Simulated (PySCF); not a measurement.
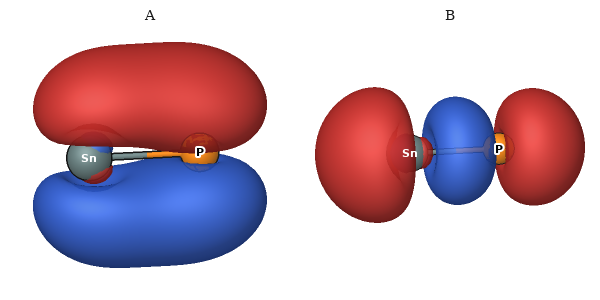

Figure 1: SnP (charge −1). Two frontier orbitals, each drawn at the value that holds 80 % of its norm (blue and red are the two phases), in no order; of a degenerate pair one member is drawn.

Core potentials replace the inner electrons of Sn.

The calculation used PySCF 2.14.0, PBE0/def2-SVPD, non-relativistic Hamiltonian with scalar-relativistic core potentials where named, at a bond length of 2.266 Å.

### Label each orbital by symmetry, say whether it is occupied, and order them by energy.

Orbital B: σ, occupied, −0.87 eV; shared between the atoms (Sn 50 %, P 50 %).
Orbital A: π, occupied, −0.66 eV; bonding, with no node between the atoms.
